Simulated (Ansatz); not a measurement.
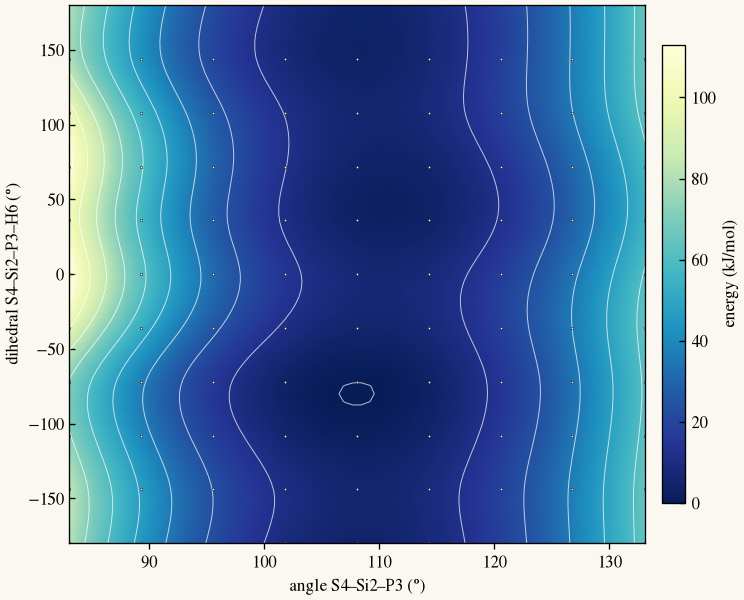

ClFH3PSSi, SMILES F[Si](P)(S)Cl. The first coordinate is: angle S4–Si2–P3; the second: dihedral S4–Si2–P3–H6. Nothing is relaxed (all other coordinates rigid). The scan uses a 9 × 10 grid. Points are written as (first, second). All energies are given in kJ/mol relative to the lowest grid point. Computed with RKS BHLYP-D4/def2-SVP in Ansatz.

The picture shows a smooth colour map with a few white contour lines, dots at the grid points. Between grid points the surface is interpolated.

The lowest grid point is at (108.1°, −72°). There are further wells near (108.1°, 36°) (3.4 kJ/mol above the lowest at that grid point); (108.1°, 144°) (3.7 kJ/mol above the lowest at that grid point). The highest grid point, (83.1°, 0°), lies 113 kJ/mol above the lowest. On the interpolated surface the easiest way out of the lowest well to the well at about (108°, 155°) passes a barrier of about 5.8 kJ/mol, counted from the interpolated bottom of the well. Round the minimum the two coordinates are nearly uncoupled.

The level of theory is changed to Ansatz 0.2.0, RHF/def2-SVP; with it change the reference geometry, relaxed at the new level; the new grid has 15 × 15 points, laid about the new relaxed structure.

Question: How does the landscape change?

Answer: The minimum (interpolated where it lies between grid points) moves from about (108°, −80°) to about (109°, −80°). The easiest pass out of the lowest well goes from about 5.8 to about 6 kJ/mol on the interpolated surfaces.

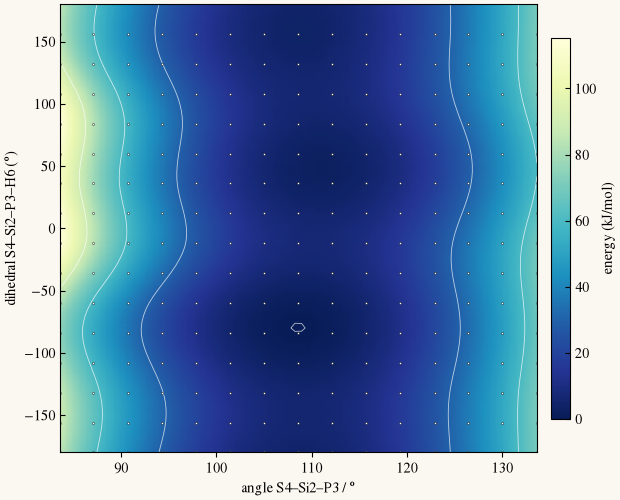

The map after the change, on a colour scale of its own. In the figure: a smooth colour map with a few white contour lines, dots at the grid points. Between grid points the surface is interpolated.
